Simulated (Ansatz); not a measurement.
**CH3NSi: relaxed scan of one distance from a Python script**

The task is a relaxed scan of one distance, for CH3NSi. SMILES: N#C[SiH3].

All numbers are computed with Ansatz 0.2.0, driven from Python. Level of theory: B3LYP/def2-SVP.

**1. The structure**

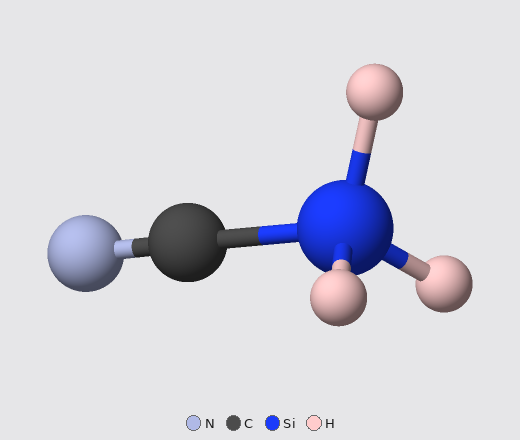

The structure that the script starts from, seen from a chosen angle (nitrogen light blue, carbon dark grey, silicon blue, hydrogen pink).

The script reads ch3nsi.xyz:

```xyz
6

N     1.16320   -1.98800    1.10140
C     0.58750   -1.04240    0.57880
Si   -0.28580    0.41890   -0.25630
H    -1.37010   -0.00070   -1.02970
H     0.66530    1.11580   -1.19770
H    -0.71800    1.43240    0.75730
```

**2. The script**

Contents of ch3nsi_relaxed_scan.py:

```python
import warnings

import ansatz
import numpy as np

warnings.simplefilter('ignore', ansatz.DeckWarning)

ch3nsi = ansatz.Crystal.molecule_from_extxyz('ch3nsi.xyz')

setup = ch3nsi.calculation()
setup = setup.basis(gaussian='def2-SVP').functional('b3lyp')
symbols = [site.symbol for site in ch3nsi.cartesian_sites]
pairs = [(0, 1), (1, 2), (2, 3), (2, 4), (2, 5)]
print('held (A)   E (eV)        ', '  '.join(f'{symbols[i]}{i}-{symbols[j]}{j}' for i, j in pairs))
for length in [1.39, 1.51, 1.63, 1.81, 2.04]:
    rep = setup.relax(constraints=[ansatz.DistanceConstraint((2, 4), at=length)], force_tolerance=0.02, max_steps=60).run(threads=1).report
    xyz = np.array(rep['positions_ang'])
    print(f'{length:6.2f} {rep["free_energy_ev"]:14.5f}  ', '  '.join(f'{np.linalg.norm(xyz[i] - xyz[j]):.3f}' for i, j in pairs))
```

**3. Running it**

Launch:

```sh
$ python ch3nsi_relaxed_scan.py
```

Output:

```text
held (A)   E (eV)         N0-C1  C1-Si2  Si2-H3  Si2-H4  Si2-H5
  1.39   -10448.83113   1.161  1.864  1.486  1.390  1.486
  1.51   -10448.92058   1.161  1.862  1.485  1.510  1.485
  1.63   -10448.76916   1.161  1.861  1.484  1.630  1.483
  1.81   -10448.30492   1.161  1.857  1.482  1.810  1.482
  2.04   -10447.55289   1.161  1.852  1.481  2.040  1.481
```

Wall time 39 s (1 thread of Arm Neoverse V2, shared host); peak memory 0.2 GiB.

**4. Run by run**

One row for each of the 5 runs:

| run | distance (Å) | energy from run 2 (eV) | SCF cycles in all | CPU time (s) |
| --- | --- | --- | --- | --- |
| 1 | 1.39 | 0.0895 | 53 | 8.2 |
| 2 | 1.51 | 0.0000 | 49 | 7 |
| 3 | 1.63 | 0.1514 | 51 | 7.1 |
| 4 | 1.81 | 0.6157 | 52 | 7.2 |
| 5 | 2.04 | 1.3677 | 61 | 9.5 |

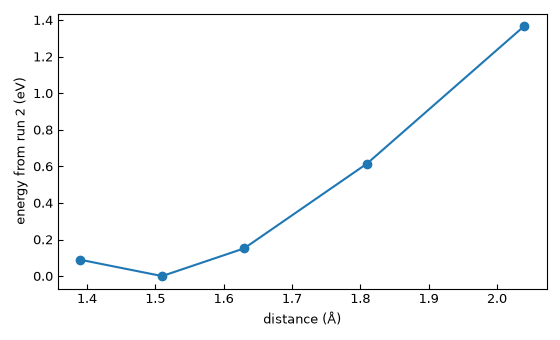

Energy against distance; lines join the points.

**5. The relaxation of run 1, step by step**

Step by step:

| step | energy from step 1 (eV) | largest force component (eV/Å) |
| --- | --- | --- |
| 1 | 0.0000 | 4.9191 |
| 2 | -0.3151 | 0.5423 |
| 3 | -0.3255 | 0.1595 |
| 4 | -0.3263 | 0.0487 |
| 5 | -0.3264 | 0.0332 |
| 6 | -0.3267 | 0.0042 |

Step 1 is the start.

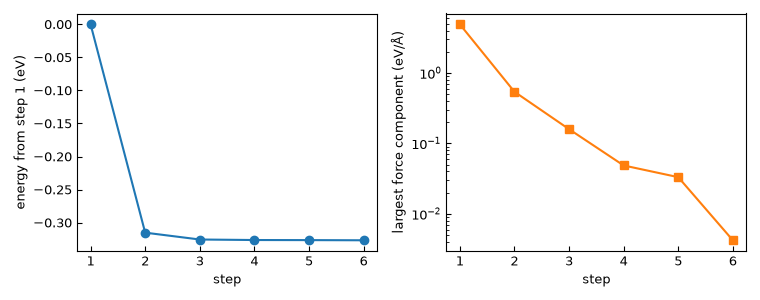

Energy and largest force along the relaxation.

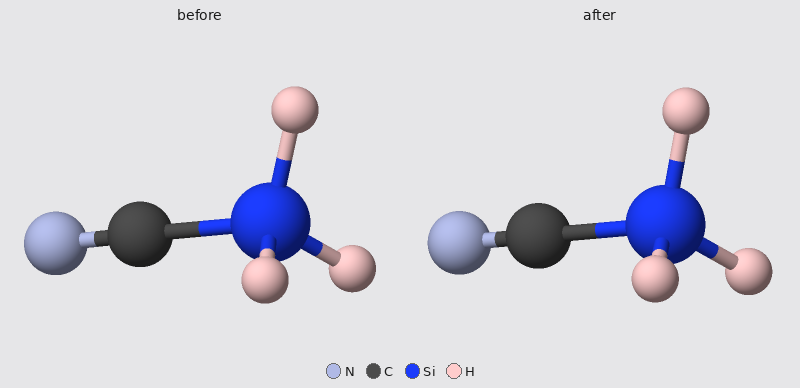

The structure before (left) and after (right) the relaxation, drawn at the same scale.

Before: Bond lengths: N1–C2 1.224 Å, C2–Si3 1.896 Å, Si3–H4 1.396 Å, Si3–H5 1.509 Å, Si3–H6 1.497 Å. Angles: N1–C2–Si3 179.0°, C2–Si3–H4 111.7°, C2–Si3–H5 109.9°, C2–Si3–H6 110.9°, H4–Si3–H5 106.4°, H4–Si3–H6 110.7°, H5–Si3–H6 107.0°.

After: Bond lengths: N1–C2 1.161 Å, C2–Si3 1.864 Å, Si3–H4 1.486 Å, Si3–H5 1.390 Å, Si3–H6 1.486 Å. Angles: N1–C2–Si3 180.0°, C2–Si3–H4 107.6°, C2–Si3–H5 108.0°, C2–Si3–H6 107.6°, H4–Si3–H5 111.4°, H4–Si3–H6 110.6°, H5–Si3–H6 111.4°.

**6. How the relaxation of run 5 went**

The steps of the relaxation:

| step | E - E(step 1) (eV) | largest force component (eV/Å) |
| --- | --- | --- |
| 1 | 0.0000 | 5.2453 |
| 2 | -0.6718 | 0.5605 |
| 3 | -0.6857 | 0.0996 |
| 4 | -0.6902 | 0.0471 |
| 5 | -0.6909 | 0.1442 |
| 6 | -0.6911 | 0.0201 |
| 7 | -0.6912 | 0.0023 |

Step 1 is the start.

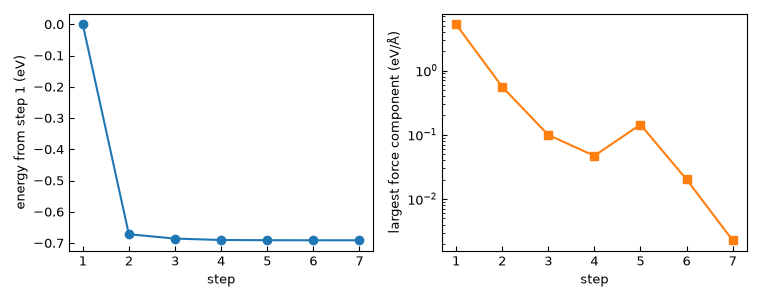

Energy and largest force along the relaxation.

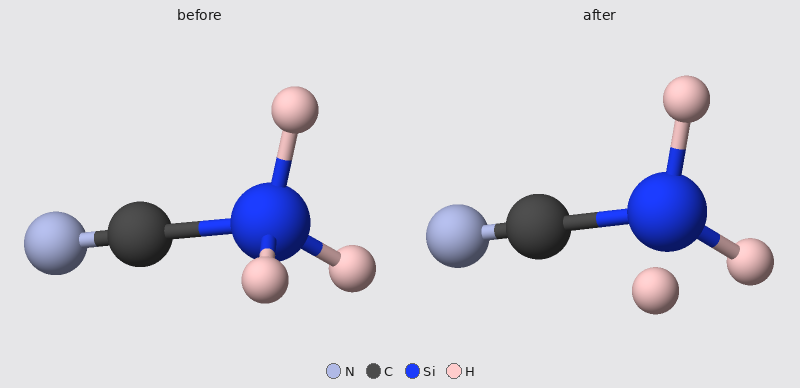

The structure before (left) and after (right) the relaxation, drawn at the same scale.

Before: Bond lengths: N1–C2 1.224 Å, C2–Si3 1.896 Å, Si3–H4 1.396 Å, Si3–H5 1.509 Å, Si3–H6 1.497 Å. Angles: N1–C2–Si3 179.0°, C2–Si3–H4 111.7°, C2–Si3–H5 109.9°, C2–Si3–H6 110.9°, H4–Si3–H5 106.4°, H4–Si3–H6 110.7°, H5–Si3–H6 107.0°.

After: Bond lengths: N1–C2 1.161 Å, C2–Si3 1.852 Å, Si3–H4 1.481 Å, Si3–H6 1.481 Å. Angles: N1–C2–Si3 179.8°, C2–Si3–H4 109.5°, C2–Si3–H6 109.5°, H4–Si3–H6 113.7°.

**7. Results**

| quantity | value |
| --- | --- |
| runs compared | 5 |
| range of energy | 1.368 eV |
| lowest point, distance (Å) | 1.51 |

The curve has its lowest point inside the range, at 1.51. The ends stand 0.0895 and 1.37 eV above it. The distance scanned is the script's pair 2, 4. Run 1: The relaxation took 5 moves; the largest shift is 0.114 Å, of atom 1 (N). Run 5: After 6 moves the largest shift is 0.428 Å, of atom 5 (H). What to keep in mind:
- The energies are electronic: no zero-point or thermal terms, and the basis set is short of its limit.
- b3lyp holds the VWN-RPA fit, as in Gaussian; the form of ORCA and Turbomole is b3lyp5.
